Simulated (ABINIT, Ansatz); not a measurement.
# Ba2H6Os (Fm-3m): changed settings of a GW run in ABINIT

A base run on Ba2H6Os (Fm-3m), then changed inputs.

Program: ABINIT 10.8.3. Level of theory: LDA and many-body steps on it, plane waves. Results are calculated unless marked as measured.

## 1. The starting structure

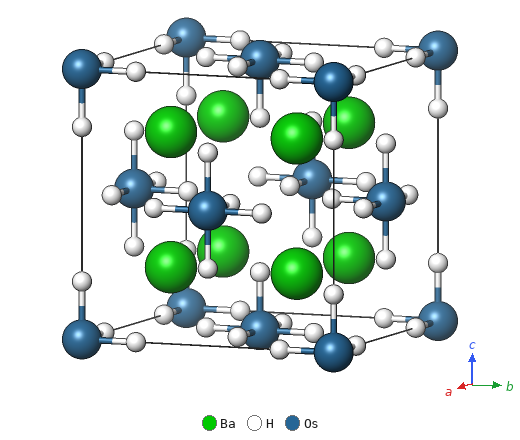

The cell as given, slightly off an axis (barium green, hydrogen white, osmium blue). This picture shows the conventional cell, with its axes. Some periodic images of atoms are drawn too.

The cell and positions are those that the Materials Project relaxed with its own functionals (PBE, PBE+U or r2SCAN), kept fixed. Spin-orbit coupling is left out unless a step names it.

## 2. Screening, 2×2×2 mesh, 108 bands, screening to 114.3 eV

This step: ABINIT 10.8.3; RPA screening on LDA, plane waves, norm-conserving pseudopotentials.

The RPA dielectric matrix is built and inverted for each q.

run.abi reads:

```
acell 3*1.0 Angstrom
rprim 
  -0.000000000000 4.046207840000 4.046207840000
  4.046207840000 0.000000000000 4.046207840000
  4.046207840000 4.046207840000 0.000000000000
ntypat 3
znucl 56 1 76
natom 9
typat 1 1 2 2 2 2 2 2 3
xred 
  0.750000000000 0.750000000000 0.750000000000
  0.250000000000 0.250000000000 0.250000000000
  0.785917090000 0.785917090000 0.214082910000
  0.214082910000 0.785917090000 0.214082910000
  0.785917090000 0.214082910000 0.214082910000
  0.214082910000 0.214082910000 0.785917090000
  0.785917090000 0.214082910000 0.785917090000
  0.214082910000 0.785917090000 0.785917090000
  0.000000000000 0.000000000000 0.000000000000
pp_dirpath "pseudos"
pseudos "Ba.upf, H.upf, Os.upf"
ecut 33
ngkpt 2 2 2
nshiftk 1
shiftk 0 0 0
kptopt 1
chksymbreak 0
istwfk *1
occopt 1
irdwfk 1
optdriver 3
nband 108
ecuteps 4.2
inclvkb 2
awtr 1
symchi 1
indata_prefix "in"
outdata_prefix "out"
tmpdata_prefix "tmp"
```

On the command line:

```
OMP_NUM_THREADS=1 mpirun -n 4 abinit run.abi > log
```

Log:

```text
.Version 10.8.3 of ABINIT. v10.8.2 released Aug 2026.

 Symmetries : space group Fm -3 m (#225); Bravais cF (face-center cubic)
[... echo of the input left out ...]
== DATASET  1 ==================================================================
-   mpi_nproc: 4, omp_nthreads: 1 (-1 if OMP is not activated)

--- !DatasetInfo
iteration_state: {dtset: 1, }
dimensions: {natom: 9, nkpt: 3, mband: 108, nsppol: 1, nspinor: 1, nspden: 1, mpw: 8144, }
cutoff_energies: {ecut:  33.0, pawecutdg:  -1.0, }
electrons: {nelect:   4.20000000E+01, charge:   0.00000000E+00, occopt:   1.00000000E+00, tsmear:   1.00000000E-02, }

 SCREENING: Calculation of the susceptibility and dielectric matrices

 Based on a program developped by R.W. Godby, V. Olevano, G. Onida, and L. Reining.
 Incorporated in ABINIT by V. Olevano, G.-M. Rignanese, and M. Torrent.
.Using double precision arithmetic ; gwpc =  8

[... cell and pseudopotentials left out ...]
--------------------------------------------------------------------------------

 ==== K-mesh for the wavefunctions ====
 Number of points in the irreducible wedge :     3
[... list of points left out ...]
 Together with 48 symmetry operations and time-reversal symmetry
 yields     8 points in the full Brillouin Zone.

 ==== Q-mesh for the screening function ====
 Number of points in the irreducible wedge :     3
[... list of points left out ...]
 Together with 48 symmetry operations and time-reversal symmetry
 yields     8 points in the full Brillouin Zone.

 setmesh: FFT mesh size selected  =    40x   40x   40
          total number of points  =        64000

 vcoul_init : cutoff-mode = AUXILIARY_FUNCTION
 q-points for optical limit:   1
     1)      0.000010    0.000020    0.000030

- screening: taking advantage of time-reversal symmetry
- Maximum band index for partially occupied states nbvw = 21
- Remaining bands to be divided among processors   nbcw = 87
- Number of bands treated by each node ~21

 Number of electrons calculated from density =   42.0000; Expected =   42.0000
 average of density, n =  0.046976
 r_s =    1.7193
 omega_plasma =   20.9071 [eV]

 calculating chi0 at frequencies [eV] :
  1    0.000000E+00    0.000000E+00
  2    0.000000E+00    2.090714E+01

--------------------------------------------------------------------------------
  q-point number  1        q = ( 0.000000, 0.000000, 0.000000) [r.l.u.]
--------------------------------------------------------------------------------
[... chi0 elements left out ...]
 For q-point:  0.000010 0.000020 0.000030
  dielectric constant =   4.5271
  dielectric constant without local fields =   5.5946

  Average fulfillment of the sum rule on Im[epsilon] for q-point    1 :     68.33  [%]
[... wings left out ...]
  q-point number  2        q = ( 0.500000, 0.000000, 0.000000) [r.l.u.]
--------------------------------------------------------------------------------
[... chi0 elements left out ...]
  Average fulfillment of the sum rule on Im[epsilon] for q-point    2 :     76.64  [%]

 [... 1 further q-points ...]
```

Run time: 18 s. Hardware: 4 MPI ranks of Intel Xeon 6975P-C (Granite Rapids), shared host; peak memory 1.5 GiB.

This step gave:

* ε∞ with local fields, on this mesh, along the program's q direction: 4.527
* the same without local fields: 5.595
* plasma frequency: 20.91 eV
* plane waves in the screening matrix: 339

Local fields lower ε∞ by 19 %. On a Γ-centred mesh this coarse the value itself is usually too large, while a short band sum pulls it down.

## 3. Base

The self-energy is evaluated for the states that the input lists, and the levels follow from it, in one-shot runs by the linearised quasiparticle equation.

This step: G0W0 on LDA, plane waves, norm-conserving pseudopotentials.

run.abi: that of step 2 with these lines changed.

```diff
@@ -30,8 +30,17 @@
 irdwfk 1
-optdriver 3
+optdriver 4
 nband 108
+gwcalctyp 0
+ecutsigx 33
+symsigma 1
+nkptgw 2
+kptgw 
+  0.0000000000 0.0000000000 0.0000000000
+  0.5000000000 0.5000000000 0.0000000000
+bdgw 
+  19 23
+  20 23
 ecuteps 4.2
-inclvkb 2
-awtr 1
-symchi 1
+irdscr 1
+ppmodel 1
 indata_prefix "in"
```

Log:

```text
.Version 10.8.3 of ABINIT. v10.8.2 released Aug 2026.

 Symmetries : space group Fm -3 m (#225); Bravais cF (face-center cubic)
[... echo of the input left out ...]
== DATASET  1 ==================================================================
-   mpi_nproc: 4, omp_nthreads: 1 (-1 if OMP is not activated)

--- !DatasetInfo
iteration_state: {dtset: 1, }
dimensions: {natom: 9, nkpt: 3, mband: 108, nsppol: 1, nspinor: 1, nspden: 1, mpw: 8144, }
cutoff_energies: {ecut:  33.0, pawecutdg:  -1.0, }
electrons: {nelect:   4.20000000E+01, charge:   0.00000000E+00, occopt:   1.00000000E+00, tsmear:   1.00000000E-02, }

 SIGMA: Calculation of the GW corrections

 Based on a program developped by R.W. Godby, V. Olevano, G. Onida, and L. Reining.
 Incorporated in ABINIT by V. Olevano, G.-M. Rignanese, and M. Torrent.
.Using double precision arithmetic ; gwpc =  8

[... cell and pseudopotentials left out ...]
--------------------------------------------------------------------------------

 ==== K-mesh for the wavefunctions ====
 Number of points in the irreducible wedge :     3
[... list of points left out ...]
 Together with 48 symmetry operations and time-reversal symmetry
 yields     8 points in the full Brillouin Zone.

 ==== Q-mesh for screening function ====
 Number of points in the irreducible wedge :     3
[... list of points left out ...]
 Together with 48 symmetry operations and time-reversal symmetry
 yields     8 points in the full Brillouin Zone.

 vcoul_init : cutoff-mode = AUXILIARY_FUNCTION
 q-points for optical limit:   1
     1)      0.000010    0.000020    0.000030
 setmesh: FFT mesh size selected  =    60x   60x   60
          total number of points  =       216000

 Number of electrons calculated from density =   42.0000; Expected =   42.0000
 average of density, n =  0.046976
 r_s =    1.7193
 omega_plasma =   20.9071 [eV]

 === KS Band Gaps ===
  >>>> For spin  1
   Minimum direct gap =   2.0584 [eV], located at k-point      :   0.5000  0.5000  0.0000
   Fundamental gap    =   1.7774 [eV], Top of valence bands at :   0.0000  0.0000  0.0000
                                       Bottom of conduction at :   0.5000  0.5000  0.0000
 SIGMA fundamental parameters:
 PLASMON POLE MODEL  1
 number of plane-waves for SigmaX                 7991
 number of plane-waves for SigmaC and W            339
 number of plane-waves for wavefunctions          7991
 number of bands                                   108
 number of independent spin polarizations            1
 number of spinorial components                      1
 number of k-points in IBZ                           3
 number of q-points in IBZ                           3
 number of symmetry operations                      48
 number of k-points in BZ                            8
 number of q-points in BZ                            8
 number of frequencies for dSigma/dE                 9
 frequency step for dSigma/dE [eV]                0.25
 number of omega for Sigma on real axis              0
 max omega for Sigma on real axis  [eV]           0.00
 zcut for avoiding poles [eV]                     0.10

 EPSILON^-1 parameters (SCR file):
 dimension of the eps^-1 matrix on file            339
 dimension of the eps^-1 matrix used               339
 number of plane-waves for wavefunctions          7991
 number of bands                                   108
 number of q-points in IBZ                           3
 number of frequencies                               2
 number of real frequencies                          1
 number of imag frequencies                          1

 matrix elements of self-energy operator (all in [eV])

 Perturbative Calculation

--- !SelfEnergy_ee
iteration_state: {dtset: 1, }
kpoint     : [   0.000,    0.000,    0.000, ]
spin       : 1
KS_gap     :    2.784
QP_gap     :    3.832
Delta_QP_KS:    1.048
data: !SigmaeeData |
     Band     E0 <VxcDFT>   SigX SigC(E0)      Z dSigC/dE  Sig(E)    E-E0       E
       19   4.636 -17.156 -19.723   3.186   0.785  -0.274 -16.671   0.486   5.121
       20   4.636 -17.156 -19.723   3.186   0.785  -0.274 -16.671   0.486   5.121
       21   4.636 -17.156 -19.723   3.186   0.785  -0.274 -16.671   0.486   5.121
       22   7.420 -12.009  -6.722  -3.428   0.825  -0.212 -10.475   1.534   8.954
       23   7.420 -12.009  -6.722  -3.428   0.825  -0.212 -10.475   1.534   8.954

--- !SelfEnergy_ee
iteration_state: {dtset: 1, }
kpoint     : [   0.500,    0.500,    0.000, ]
spin       : 1
KS_gap     :    2.058
QP_gap     :    2.942
Delta_QP_KS:    0.884
data: !SigmaeeData |
     Band     E0 <VxcDFT>   SigX SigC(E0)      Z dSigC/dE  Sig(E)    E-E0       E
       20   4.355 -16.488 -19.032   3.094   0.785  -0.274 -16.056   0.432   4.787
       21   4.355 -16.488 -19.032   3.094   0.785  -0.274 -16.056   0.432   4.787
       22   6.413 -11.458  -6.928  -2.945   0.829  -0.206 -10.143   1.316   7.729
       23   6.828  -9.386  -4.544  -3.407   0.837  -0.195  -8.186   1.200   8.029

== END DATASET(S) ==============================================================
================================================================================

 -outvars: echo values of variables after computation  --------
           etotal      0.0000000000E+00
            nband         108
             nkpt           3
          spgroup         225
 [... the other variables as echoed above ...]

 Calculation completed.
```

Elapsed: 7.5 s, on 4 MPI ranks; peak memory 1.1 GiB.

This step gave:

```yaml
g0w0_gap_on_the_points_computed: 2.608 eV
starting_gap_on_the_mesh: 1.777 eV
k_of_the_valence_top: 0, 0, 0
k_of_the_conduction_bottom: 0.5, 0.5, 0
z_at_the_valence_top: 0.785
z_at_the_conduction_bottom: 0.829
least_direct_g0w0_gap_on_the_computed_points: 2.942 eV
```

The gap on the mesh goes from 1.78 eV to 2.61 eV, a correction of +0.83 eV.

## 4. A keyword of another program

run.abi: that of step 3 with these lines changed.

```diff
@@ -45,2 +45,3 @@
 ppmodel 1
+ENCUTGW 100
 indata_prefix "in"
```

Log:

```text
.Version 10.8.3 of ABINIT. v10.8.2 released Aug 2026.

 Symmetries : space group Fm -3 m (#225); Bravais cF (face-center cubic)
================================================================================
 Values of the parameters that define the memory need of the present run
     intxc =       0    ionmov =       0      iscf =       7    lmnmax =       8
     lnmax =       8     mgfft =      60  mpssoang =       4    mqgrid =    3001
     natom =       9  nloc_mem =       1    nspden =       1   nspinor =       1
    nsppol =       1      nsym =      48    n1xccc =    2501    ntypat =       3
    occopt =       1   xclevel =       1
-    mband =         108        mffmem =           1         mkmem =           1
       mpw =        8144          nfft =      216000          nkpt =           3
================================================================================
  Rough estimation (10% accuracy) of disk space for files :
================================================================================

--------------------------------------------------------------------------------
------------- Echo of variables that govern the present computation ------------
--------------------------------------------------------------------------------
 -outvars: echo values of preprocessed input variables --------
            acell      1.8897261259E+00  1.8897261259E+00  1.8897261259E+00 Bohr

             bdgw          19      23      20      23
      chksymbreak           0
             ecut      3.30000000E+01 Hartree
          ecuteps      4.20000000E+00 Hartree
         ecutsigx      3.30000000E+01 Hartree
          ecutwfn      3.30000000E+01 Hartree
-          fftalg         312
           irdscr           1
           irdwfk           1

[...]
npweps         339
          npwsigx        7991
           npwwfn        7991
             nsym          48
           ntypat           3
              occ      2.000000  2.000000  2.000000  2.000000  2.000000  2.000000
                       2.000000  2.000000  2.000000  2.000000  2.000000  2.000000
                       2.000000  2.000000  2.000000  2.000000  2.000000  2.000000
                       2.000000  2.000000  2.000000  0.000000  0.000000  0.000000
[...]
[... 7 further rows ...]
                       0.000000  0.000000  0.000000  0.000000  0.000000  0.000000
                       0.000000  0.000000  0.000000  0.000000  0.000000  0.000000
        optdriver           4
            rprim     -0.0000000000E+00  4.0462078400E+00  4.0462078400E+00
[...]
spgroup         225

             xred      7.5000000000E-01  7.5000000000E-01  7.5000000000E-01
[...]
2.1408291000E-01  7.8591709000E-01  7.8591709000E-01
                       0.0000000000E+00  0.0000000000E+00  0.0000000000E+00
            znucl       56.00000    1.00000   76.00000

================================================================================

 chkinp: Checking input parameters for consistency.

--- !ERROR
message: |
    Found token: `ENCUTGW` in the input file.
    This name is not one of the registered input variable names (see
    Action: check your input file. Perhaps you mistyped the input variable,
    or specified "img", although this was not permitted for this input variable.

--- !ERROR
message: |
    Found token: `ENCUTGW` in the input file.
    This name is not one of the registered input variable names (see
    Action: check your input file. Perhaps you mistyped the input variable,
    or specified "img", although this was not permitted for this input variable.

--- from the log ---
Found token: `ENCUTGW` in the input file.
    This name is not one of the registered input variable names (see
    Action: check your input file. Perhaps you mistyped the input variable,
    or specified "img", although this was not permitted for this input variable.
```

Elapsed: 0.94 s, on 4 MPI ranks; peak memory 0.05 GiB.

The run stopped with an error after 0.94 s.

The program's words: Found token: `ENCUTGW` in the input file. This name is not one of the registered input variable names (see Action: check your input file. Perhaps you mistyped the input variable, or specified "img", although this was not permitted for this input variable.

The fault put into this input: a keyword of another program.

## 5. Side by side

Times are wall times on 4 MPI ranks of Intel Xeon 6975P-C (Granite Rapids), shared host, good to a factor of about two. A run's time includes the screening step that it read.

```csv
run,mesh,bands,screening cutoff (eV),DFT gap (eV),gap on the mesh (eV),direct (eV),ε∞ used,time
base,2×2×2,108,114.3,1.777,2.608,2.942,4.53,25 s
```

## 6. Summary of results

```
base         : 2.608 eV
known limits : not at the basis limit; no spin polarisation; d states lean on the start; no spin-orbit coupling; coarse k mesh
```

**Reading.** Bands and cutoff are finite, so the gap is not at the basis limit. The miss can reach some tenths of an eV and take either sign; the mesh is an error of its own. In the G0W0 run levels were corrected at 2 k points alone, so a gap called «on the mesh» is the least over those, and an edge elsewhere would be missed. The 2×2×2 mesh is coarse for this cell, which bears on the long-range parts of exchange and screening. The runs have no spin polarisation. For a closed low-spin shell that is the natural state; where a d or f shell is open it is a constraint, and the gap is then not the crystal's own. With d states at the gap, one-shot GW leans hard on its start. The many-body steps are scalar-relativistic: spin-orbit coupling is not in them.

[Paths, hosts, dates, memory and timing lines, banners, echoed tables and standing remarks are left out of the program output.]

[Logs are printed without paths, hosts, clocks, repeated set-up lines and the standing remarks that a program may print on its own settings, such as how far it seeks lower states.]

[Runs of the session that timed out or met a known fault of the program may be left out.]

[Hosts, paths, dates, database ids (printed as entryN), source tags and the programs' standing remarks are cut or masked in the printed files.]

[G0W0 gaps are taken among the corrected bands and points alone; a level outside them can change the order at an edge.]

[Where Ansatz stands beside ABINIT at settings called matched, ABINIT's density can come from a denser mesh and the files from another edition; pairs whose starting gaps differed by over 0.03 eV were left out, so agreement reads better than it is.]
